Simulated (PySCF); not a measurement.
Consider C₂H₄ (SMILES C=C).

Input

```
{"job": {"kind": "sp", "xc": "M06-2X", "basis": "def2-TZVP", "grid": 3}, "charge": 0, "multiplicity": 1}
C     -0.663145    -0.037698    -0.013767
C      0.665256     0.038829    -0.000570
H     -1.291271     0.847252     0.127173
H     -1.182607    -0.988777    -0.165921
H      1.293400    -0.846115    -0.141471
H      1.184698     0.989911     0.151626
```

Command:

```sh
OMP_NUM_THREADS=1 python redox_run.py task.json out
```

Geometry: PBE0-D3(BJ)/def2-SVP.

Level of theory: DFT single point, gas phase, functional M06-2X in PySCF.

What will maps of the electron density and electron localisation function show?

C–C (1.33 Å): the density is about 2.3 e/Å³ at the midpoint; the ELF peaks at about 0.90 between the atoms: a multiple bond.
C–H (1.09 Å): ρ is about 2 e/Å³ halfway; the ELF climbs to about 1 towards the hydrogen, as it does in any bond to H: an ordinary covalent bond to hydrogen.

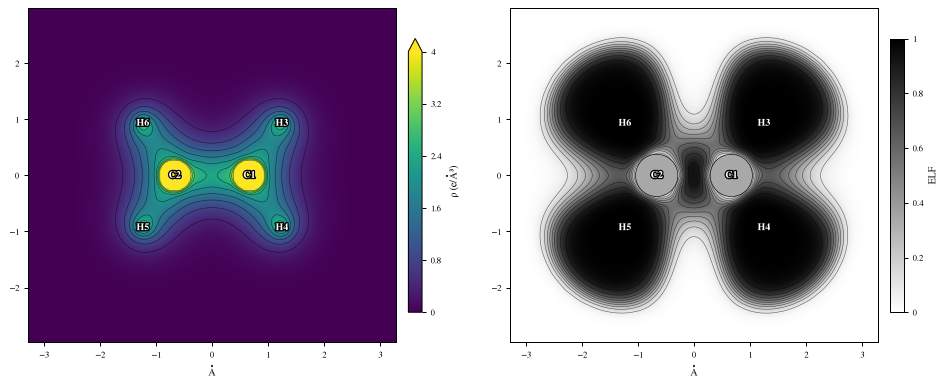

Computed electron density and electron localisation function on the molecular plane, in this order. Grey discs cover the atomic cores in the ELF map. 
